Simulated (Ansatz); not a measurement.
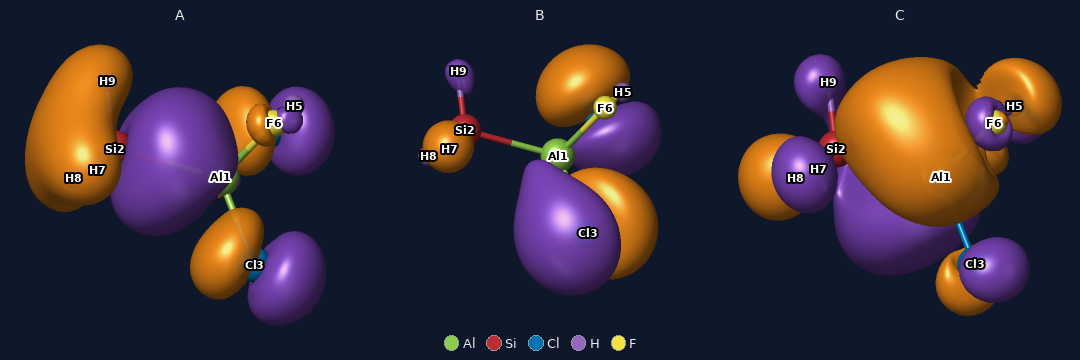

AlCl2FH4Si. Three frontier orbitals at ±0.06 Å⁻³ᐟ² (orange and purple are the two phases), in no order.

The reactant side of a reaction path; geometry: PBE0-D4/def2-TZVP; a saddle point, not a minimum.

Level of theory: Ansatz 0.2.0, RKS PBE0-D4/def2-TZVPP.

```xyz
9

Al   -0.2718   -0.8670   -0.0364
Si    0.9455    1.1253   -0.7047
Cl   -1.2042   -2.1229   -1.4354
Cl    0.2911   -1.8504    1.8081
H    -1.5523   -0.7152    1.8423
F    -1.8533   -0.2316    1.0769
H     0.1816    1.9065   -1.7158
H     2.2562    0.7487   -1.3021
H     1.2073    2.0066    0.4671
```

Question: Which picture is the HOMO−1, the HOMO and the LUMO?

Answer: B is the HOMO−1 (−9.13 eV). It lies mainly on Cl3 (about 60 %) and Cl4 (about 30 %). A is the HOMO (−8.07 eV). It lies mainly on Si2 (about 40 %), Al1 (about 25 %), Cl3 (about 15 %) and Cl4 (about 10 %). C is the LUMO (−0.85 eV). Its weight (Hirshfeld) is mainly on Al1 (about 45 %), Si2 (about 25 %), Cl4 (about 5 %) and Cl3 (about 5 %).

Question: What is the HOMO–LUMO gap?

Answer: 7.22 eV between the orbital energies.
